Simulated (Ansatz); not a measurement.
# C2H4BFSi: from a rough start to a minimum

The task is to find a stationary geometry of C2H4BFSi, check the end point by its vibrations and derive ideal-gas thermochemistry, and look at its orbitals and charge.

Program: Ansatz 0.2.0, Gaussian basis. Level of theory: RKS PBE0-D4/def2-TZVP. These are calculated values, not measurements.

Plan: relaxation at PBE-D4/def2-SVP; relaxation at PBE0-D4/def2-TZVP; harmonic vibrations at the same level; a single point in def2-TZVPP for the fields.

## 1. Starting geometry

SMILES `FC1=CB[SiH2]1`, 9 atoms, charge 0, spin multiplicity 1.

Atoms are counted from 1 here; the program's logs count them from 0.

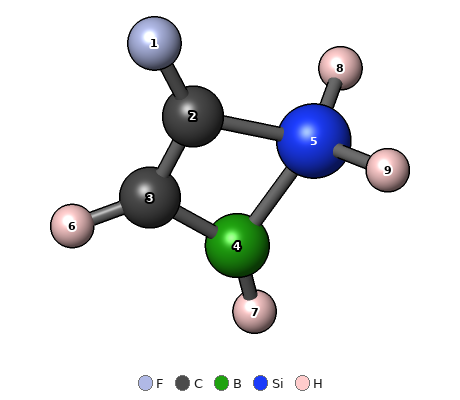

The starting geometry (fluorine light blue, carbon dark grey, boron green, silicon blue, hydrogen pink); atoms are numbered from 1 in the order of the file.

Coordinates:

```mol
C2H4BFSi
  3D, bonds by distance, orders not assigned

  9  9  0  0  0  0  0  0  0  0999 V2000
    0.2983   -0.4830    2.4133 F   0  0
    0.2226   -0.2271    1.0603 C   0  0
    1.1640   -0.2874    0.0677 C   0  0
    0.3725    0.1212   -1.1967 B   0  0
   -1.1016    0.2417   -0.0844 Si  0  0
    2.2518   -0.5176    0.1342 H   0  0
    0.5072    0.2522   -2.3475 H   0  0
   -2.0691   -0.7942   -0.2464 H   0  0
   -1.5572    1.6478    0.1824 H   0  0
  1  2  8  0
  2  3  8  0
  3  4  8  0
  4  5  8  0
  3  6  8  0
  4  7  8  0
  5  8  8  0
  5  9  8  0
  2  5  8  0
M  END
```

The start is a force-field geometry with small random shifts, so a cheaper pass at PBE-D4/def2-SVP comes first.

## 2. Geometry optimisation, PBE-D4/def2-SVP (cheap first pass)

Contents of in.yaml:

```yaml
crystal:
  periodic: [false, false, false]
  atoms:
    - {symbol: F, position_ang: [0.298300, -0.483000, 2.413300]}
    - {symbol: C, position_ang: [0.222600, -0.227100, 1.060300]}
    - {symbol: C, position_ang: [1.164000, -0.287400, 0.067700]}
    - {symbol: B, position_ang: [0.372500, 0.121200, -1.196700]}
    - {symbol: Si, position_ang: [-1.101600, 0.241700, -0.084400]}
    - {symbol: H, position_ang: [2.251800, -0.517600, 0.134200]}
    - {symbol: H, position_ang: [0.507200, 0.252200, -2.347500]}
    - {symbol: H, position_ang: [-2.069100, -0.794200, -0.246400]}
    - {symbol: H, position_ang: [-1.557200, 1.647800, 0.182400]}
basis:
  gaussian: {orbitals: def2-SVP}
hamiltonian: {xc: pbe, dispersion: d4}
relax: {f_tol: 0.03, max_steps: 200}
```

Command:

```bash
$ ansatz run in.yaml --threads 2 --pin off --events-out ev --progress --plain --max-ram 4352MiB
```

The program printed (excerpt; [...] marks lines left out):

```text
Functional definition: PBE
  name "PBE"
  cite "Perdew, Burke & Ernzerhof, Phys. Rev. Lett. 77, 3865 (1996) doi:10.1103/PhysRevLett.77.3865"
  parent pbe
[...]
1046 factors; their error is unknown
[...]
mean field -13389.96373608 eV, -492.0720912574 hartree, gradient 3.7e-5 eV, S^2 0.000000; 0 other end points of the search recorded, 0 dependent functions left out
[...]
reference -13389.96376802 eV, -492.0720924312 hartree; 22, 22 occupied and 72, 72 virtual orbitals, 1046 factors
relax step   1: F+E_penalty+E_count = -13390.15812442 eV  Δ(F+E_penalty+E_count) = +0.000e0 eV  max|allowed force component| = 2.844e0 eV/Å  Δτ_max = 0.0000 Å  (28 SCF iters, accepted)
[...]
relax step   5: F+E_penalty+E_count = -13391.01688090 eV  Δ(F+E_penalty+E_count) = -4.094e-2 eV  max|allowed force component| = 8.817e-2 eV/Å  Δτ_max = 0.0391 Å  (31 SCF iters, accepted)
[...]
relax step   6: F+E_penalty+E_count = -13391.01743471 eV  Δ(F+E_penalty+E_count) = -5.538e-4 eV  max|allowed force component| = 2.573e-2 eV/Å  Δτ_max = 0.0125 Å  (32 SCF iters, accepted)
1046 factors; their error is unknown
[...]
mean field -13390.82492017 eV, -492.1037391892 hartree, gradient 2.4e-5 eV, S^2 0.000000; 1 other end points of the search recorded, 0 dependent functions left out
[...]
reference -13390.82495253 eV, -492.1037403784 hartree; 22, 22 occupied and 72, 72 virtual orbitals, 1046 factors
Total energy: -13391.01746707 eV, -492.1108151570 hartree
Atom 0 at     0.440166    -0.488018     2.289258 Å, force     0.009236     0.007747    -0.011543 eV/Å
Atom 1 at     0.261531    -0.228086     0.997595 Å, force    -0.012184    -0.020044     0.005069 eV/Å
Atom 2 at     1.244008    -0.287828     0.029094 Å, force     0.023936     0.025726    -0.008814 eV/Å
Atom 3 at     0.445313     0.101319    -1.225045 Å, force     0.007724    -0.017572    -0.001244 eV/Å
Atom 4 at    -1.232125     0.289621    -0.093133 Å, force    -0.013490     0.012156    -0.001055 eV/Å
Atom 5 at     2.301887    -0.552008     0.211342 Å, force    -0.010059    -0.010278     0.007883 eV/Å
Atom 6 at     0.801797     0.208850    -2.378130 Å, force    -0.001307     0.004330     0.006212 eV/Å
Atom 7 at    -2.352467    -0.718995    -0.119253 Å, force    -0.000571     0.004414     0.002168 eV/Å
Atom 8 at    -1.821611     1.628745     0.271173 Å, force    -0.003285    -0.006478     0.001325 eV/Å
Dipole moment:     0.057319    -0.013635     0.009476 e Å
```

It took 13 s on 2 threads of Arm Neoverse V1, shared host.

Along the way:

```csv
step,energy from step 1 (eV),largest force component (eV/Å)
1,0.0000,2.8444
2,-0.6806,1.7135
3,-0.8162,0.7613
4,-0.8178,1.3261
5,-0.8588,0.0882
6,-0.8593,0.0257
```

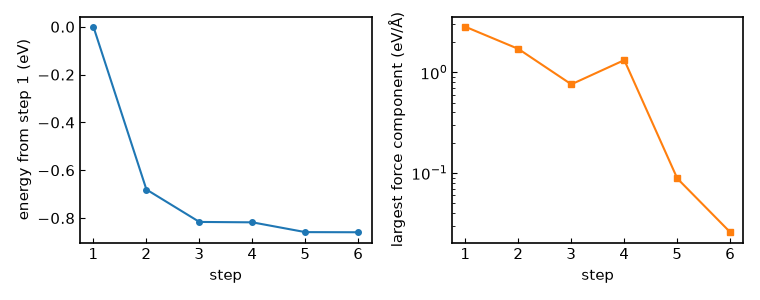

Energy and force, step by step.

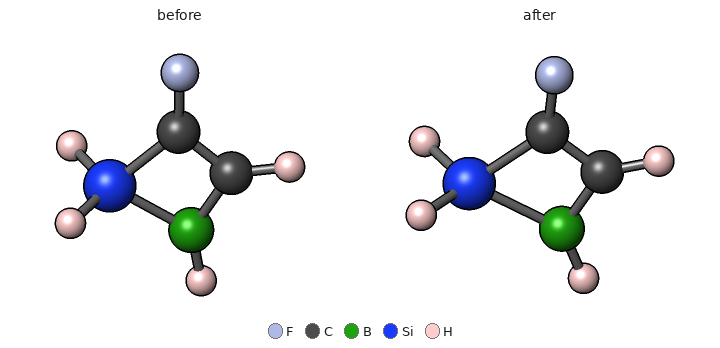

Before and after, at one scale.

Close pairs (by a distance rule), those that changed most:

```csv
bond,before (Å),after (Å),change (Å)
B4–Si5,1.851,2.032,+0.182
C2–Si5,1.812,1.921,+0.109
Si5–H8,1.427,1.508,+0.081
F1–C2,1.379,1.330,-0.049
B4–H7,1.166,1.212,+0.046
C2–C3,1.369,1.381,+0.012
C3–B4,1.547,1.537,-0.010
C3–H6,1.114,1.105,-0.008
```

## 3. Optimising with PBE0-D4/def2-TZVP

Contents of in.yaml:

```yaml
crystal:
  periodic: [false, false, false]
  atoms:
    - {symbol: F, position_ang: [0.440166, -0.488018, 2.289258]}
    - {symbol: C, position_ang: [0.261531, -0.228086, 0.997595]}
    - {symbol: C, position_ang: [1.244008, -0.287828, 0.029094]}
    - {symbol: B, position_ang: [0.445313, 0.101319, -1.225045]}
    - {symbol: Si, position_ang: [-1.232125, 0.289621, -0.093133]}
    - {symbol: H, position_ang: [2.301887, -0.552008, 0.211342]}
    - {symbol: H, position_ang: [0.801797, 0.208850, -2.378130]}
    - {symbol: H, position_ang: [-2.352467, -0.718995, -0.119253]}
    - {symbol: H, position_ang: [-1.821611, 1.628745, 0.271173]}
basis:
  gaussian: {orbitals: def2-TZVP}
hamiltonian: {xc: pbe0, dispersion: d4}
relax: {f_tol: 0.005, max_steps: 150}
```

Launched as before.

The program printed (excerpt; [...] marks lines left out):

```text
Functional definition: PBE0
  name "PBE0"
  cite "Adamo & Barone, J. Chem. Phys. 110, 6158 (1999) doi:10.1063/1.478522"
  cite "Perdew, Burke & Ernzerhof, Phys. Rev. Lett. 77, 3865 (1996) doi:10.1103/PhysRevLett.77.3865"
  parent pbe
[...]
1129 factors; their error is unknown
[...]
mean field -13401.00366677 eV, -492.4778012274 hartree, gradient 4.0e-5 eV, S^2 0.000000; 0 other end points of the search recorded, 0 dependent functions left out
[...]
reference -13401.00369842 eV, -492.4778023904 hartree; 22, 22 occupied and 163, 163 virtual orbitals, 1129 factors
relax step   1: F+E_penalty+E_count = -13401.16519461 eV  Δ(F+E_penalty+E_count) = +0.000e0 eV  max|allowed force component| = 5.709e-1 eV/Å  Δτ_max = 0.0000 Å  (28 SCF iters, accepted)
[...]
Total energy: -13401.20565324 eV, -492.4852240931 hartree
Atom 0 at     0.444763    -0.482462     2.263570 Å, force    -0.000358    -0.000123     0.000665 eV/Å
Atom 1 at     0.257986    -0.225362     0.981442 Å, force     0.001232     0.000360    -0.000914 eV/Å
Atom 2 at     1.228196    -0.283506     0.030117 Å, force    -0.000115    -0.000386     0.001000 eV/Å
Atom 3 at     0.439338     0.100624    -1.219070 Å, force    -0.000105     0.000156    -0.000426 eV/Å
Atom 4 at    -1.219643     0.285852    -0.087936 Å, force    -0.000804     0.000117     0.000603 eV/Å
Atom 5 at     2.267767    -0.546837     0.212929 Å, force    -0.000011    -0.000196    -0.000397 eV/Å
Atom 6 at     0.800089     0.205950    -2.348444 Å, force     0.000371     0.000154    -0.000294 eV/Å
Atom 7 at    -2.326859    -0.709210    -0.118085 Å, force     0.000005    -0.000199    -0.000004 eV/Å
Atom 8 at    -1.803138     1.608551     0.268378 Å, force    -0.000214     0.000116    -0.000234 eV/Å
Dipole moment:     0.048819     0.000111    -0.065253 e Å
```

Run time: 29 s. Hardware: 2 threads of Arm Neoverse V1, shared host.

Relaxation path:

```csv
step,energy from step 1 (eV),largest force component (eV/Å)
1,0.0000,0.5709
2,-0.0366,0.1847
3,-0.0393,0.1211
4,-0.0403,0.0340
5,-0.0404,0.0012
```

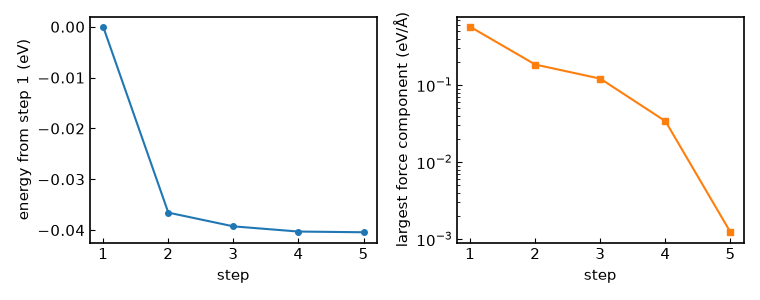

Energy and force, step by step.

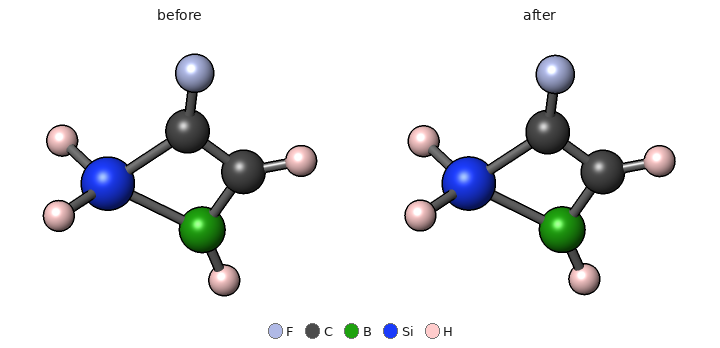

The geometry before (left) and after (right).

Distances of close pairs at the start and the end, largest changes first:

```csv
bond,before (Å),after (Å),change (Å)
C2–Si5,1.921,1.894,-0.026
B4–H7,1.212,1.190,-0.021
C2–C3,1.381,1.360,-0.021
Si5–H9,1.508,1.489,-0.019
Si5–H8,1.508,1.489,-0.019
C3–H6,1.105,1.088,-0.018
B4–Si5,2.032,2.016,-0.016
C3–B4,1.537,1.527,-0.010
```

Mulliken charges at the end point, from the run's report:

```csv
atom,value (e)
F1,-0.15
C2,0.16
C3,-0.18
B4,0.00
Si5,0.04
H6,0.13
H7,0.04
H8,-0.01
H9,-0.01
```

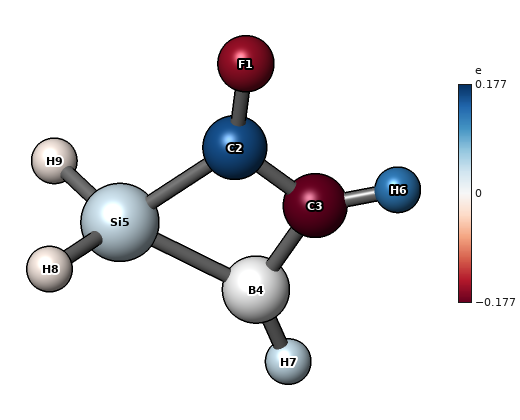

Mulliken charges at the end point, from the run's report, as colours on the atoms.

## 4. Harmonic vibrations

Contents of in.yaml:

```yaml
crystal:
  periodic: [false, false, false]
  atoms:
    - {symbol: F, position_ang: [0.444763, -0.482462, 2.263570]}
    - {symbol: C, position_ang: [0.257986, -0.225362, 0.981442]}
    - {symbol: C, position_ang: [1.228196, -0.283506, 0.030117]}
    - {symbol: B, position_ang: [0.439338, 0.100624, -1.219070]}
    - {symbol: Si, position_ang: [-1.219643, 0.285852, -0.087936]}
    - {symbol: H, position_ang: [2.267767, -0.546837, 0.212929]}
    - {symbol: H, position_ang: [0.800089, 0.205950, -2.348444]}
    - {symbol: H, position_ang: [-2.326859, -0.709210, -0.118085]}
    - {symbol: H, position_ang: [-1.803138, 1.608551, 0.268378]}
basis:
  gaussian: {orbitals: def2-TZVP}
hamiltonian: {xc: pbe0, dispersion: d4}
phonons: {temperatures: {t_min: 298.15, t_max: 900, t_step: 200}}
```

The command is unchanged.

The program printed (excerpt; [...] marks lines left out):

```text
Functional definition: PBE0
  name "PBE0"
  cite "Adamo & Barone, J. Chem. Phys. 110, 6158 (1999) doi:10.1063/1.478522"
  cite "Perdew, Burke & Ernzerhof, Phys. Rev. Lett. 77, 3865 (1996) doi:10.1103/PhysRevLett.77.3865"
  parent pbe
[...]
1129 factors; their error is unknown
[...]
mean field -13401.04320323 eV, -492.4792541653 hartree, gradient 3.5e-5 eV, S^2 0.000000; 0 other end points of the search recorded, 0 dependent functions left out
[...]
reference -13401.04323466 eV, -492.4792553203 hartree; 22, 22 occupied and 163, 163 virtual orbitals, 1129 factors
[...]
1129 factors; their error is unknown
mean field -13401.04319090 eV, -492.4792537123 hartree, gradient 1.3e-6 eV, S^2 0.000000; 0 other end points of the search recorded, 0 dependent functions left out
[...]
reference -13401.04322233 eV, -492.4792548673 hartree; 22, 22 occupied and 163, 163 virtual orbitals, 1129 factors
[...]
Atom 1 at     0.257986    -0.225362     0.981442 Å, force     0.001216     0.000355    -0.000883 eV/Å
Atom 2 at     1.228196    -0.283506     0.030117 Å, force    -0.000065    -0.000391     0.000993 eV/Å
Atom 3 at     0.439338     0.100624    -1.219070 Å, force    -0.000118     0.000159    -0.000418 eV/Å
Atom 4 at    -1.219643     0.285852    -0.087936 Å, force    -0.000819     0.000116     0.000600 eV/Å
Atom 5 at     2.267767    -0.546837     0.212929 Å, force    -0.000033    -0.000193    -0.000398 eV/Å
Atom 6 at     0.800089     0.205950    -2.348444 Å, force     0.000376     0.000154    -0.000305 eV/Å
Atom 7 at    -2.326859    -0.709210    -0.118085 Å, force     0.000013    -0.000191    -0.000003 eV/Å
Atom 8 at    -1.803138     1.608551     0.268378 Å, force    -0.000212     0.000110    -0.000236 eV/Å
Dipole moment:     0.048819     0.000111    -0.065253 e Å
Vibrations: 86.87 335.66 365.98 496.80 539.66 622.48 680.05 687.42 742.41 801.50 876.30 943.92 956.56 1075.60 1220.77 1279.02 1556.14 2209.23 2212.82 2676.79 3165.33 cm⁻¹, zero-point energy 1.458756 eV
```

Run time: 3.1 min. Hardware: 2 threads of Arm Neoverse V1, shared host.

Motions are named by where the mode's potential energy lies. The modes, unscaled (a negative number is an imaginary wavenumber):

```csv
mode,cm⁻¹,motion
1,87,torsion
2,336,bend
3,366,torsion
4,497,bend
5,540,torsion
6,622,bend with Si–C stretch
7,680,torsion with bend
8,687,Si–B stretch with bend
9,742,torsion with bend
10,802,torsion
11,876,bend
12,944,torsion
13,957,bend with torsion
14,1076,bend with B–C stretch
15,1221,C–F stretch
16,1279,bend
17,1556,C–C stretch with bend
18,2209,Si–H stretch
19,2213,Si–H stretch
20,2677,B–H stretch
21,3165,C–H stretch
```

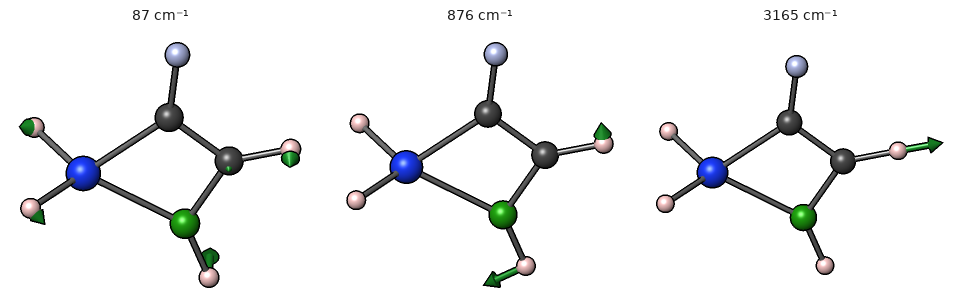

Displacements of 3 modes, as arrows.

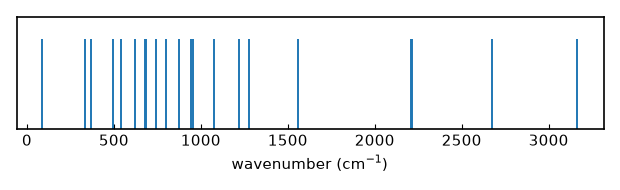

The harmonic wavenumbers as sticks (no intensities were computed).

Ideal gas, rigid rotor and harmonic oscillator at 298.15 K and 1 bar, with symmetry number 1:

```csv
term,value
zero-point energy,140.7 kJ/mol
H(298) − E,157.7 kJ/mol
"entropy, translation",164.4 J/(mol K)
"entropy, rotation",109.0 J/(mol K)
"entropy, vibration",39.1 J/(mol K)
"entropy, total",312.5 J/(mol K)
```

## 5. Fields at the relaxed geometry

in.yaml, as its differences from that of step 4:

```diff
@@ -13,4 +13,4 @@
 basis:
-  gaussian: {orbitals: def2-TZVP}
+  gaussian: {orbitals: def2-TZVPP}
 hamiltonian: {xc: pbe0, dispersion: d4}
-phonons: {temperatures: {t_min: 298.15, t_max: 900, t_step: 200}}
+output: {orbitals: {seedname: orbitals}}
```

Same command.

The program printed:

```text
Functional definition: PBE0
  name "PBE0"
  cite "Adamo & Barone, J. Chem. Phys. 110, 6158 (1999) doi:10.1063/1.478522"
  cite "Perdew, Burke & Ernzerhof, Phys. Rev. Lett. 77, 3865 (1996) doi:10.1103/PhysRevLett.77.3865"
  parent pbe
  parameter a = 0.25
  parameter kappa = 0.804
  parameter beta = 0.06672455060314922
  exchange = (1 - a)*pbe_x(kappa = kappa, mu = beta*pi^2/3) + a*exact_x
  correlation = pbe_c(beta = beta)
1212 factors; their error is unknown
mean field evaluation 1: about -13395.3026 eV, gradient 4.9e1 eV
mean field evaluation 2: about -13391.1415 eV, gradient 5.9e1 eV
mean field evaluation 4: about -13400.9928 eV, gradient 5.2e0 eV
mean field evaluation 8: about -13401.0401 eV, gradient 8.3e-2 eV
mean field evaluation 16: about -13401.0666 eV, gradient 2.3e-5 eV
mean field -13401.06660022 eV, -492.4801139888 hartree, gradient 2.3e-5 eV, S^2 0.000000; 0 other end points of the search recorded, 0 dependent functions left out
reference -13401.06663161 eV, -492.4801151424 hartree; 22, 22 occupied and 200, 200 virtual orbitals, 1212 factors
Total energy: -13401.22905022 eV, -492.4860839161 hartree
```

Wall time 4 s (2 threads of Arm Neoverse V1, shared host); peak memory 0.45 GiB.

The fields below are evaluated on a grid from the run's orbitals.

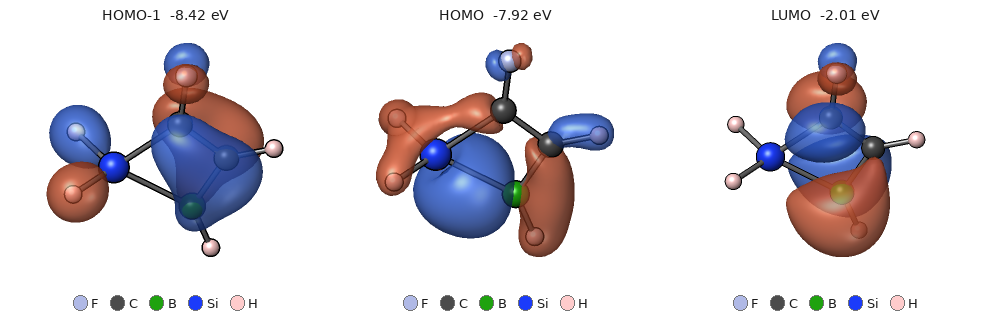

Frontier orbitals at PBE0-D4/def2-TZVPP; each surface holds 70 % of the orbital's density, blue and red mark the sign.

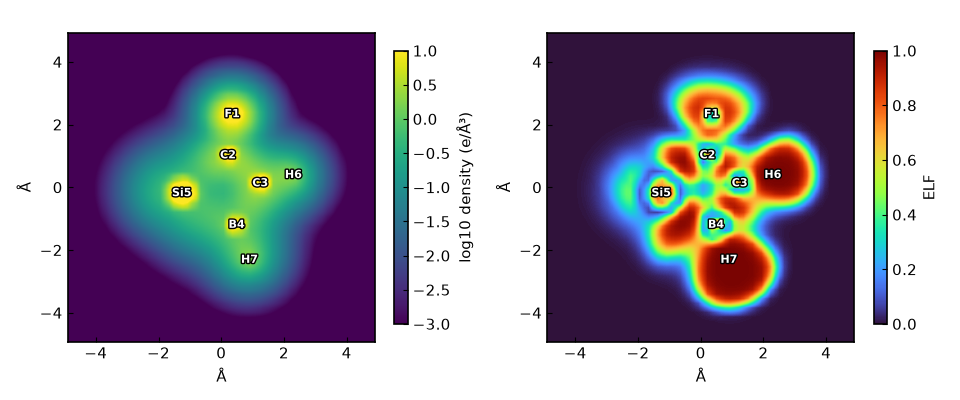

Density (left) and ELF (right) in a plane through or near 7 of the atoms.

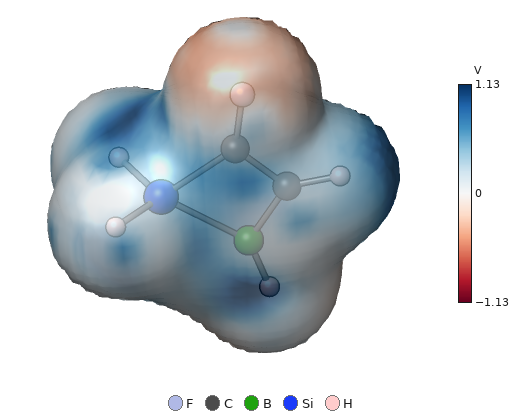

Electrostatic potential on the surface of density 0.002 e/bohr³; red is low, blue high. It runs, from the 1st to the 99th percentile, from -0.39 V near F1 to 1.13 V near Si5.

## 6. What came out

| quantity | value |
| --- | --- |
| point group | Cs |
| steps | 6 + 5 |
| shift from the start (rms) | 0.192 Å |
| total energy | -13401.2057 eV |
| dispersion term | -162 meV |
| dipole moment | 0.39 D |
| lowest, highest wavenumber | 87, 3165 cm⁻¹ |
| zero-point energy | 140.7 kJ/mol |
| entropy at 298.15 K | 312.5 J/(mol K) |
| HOMO, LUMO | -7.92, -2.01 eV |

The relaxed geometry lies 0.19 Å (rms) from the start; the bond that changed most is B4–Si5, from 1.851 to 2.016 Å. All wavenumbers are real, so the end point is a minimum. The stiffest mode, 3165 cm⁻¹, is a C–H stretch. Harmonic hybrid wavenumbers usually lie a few per cent above measured fundamentals. The largest Mulliken charge, -0.18 e, sits on C3. The HOMO lies mostly on B4 37 %; Si5 28 % and the LUMO on B4 41 %; C2 29 %.
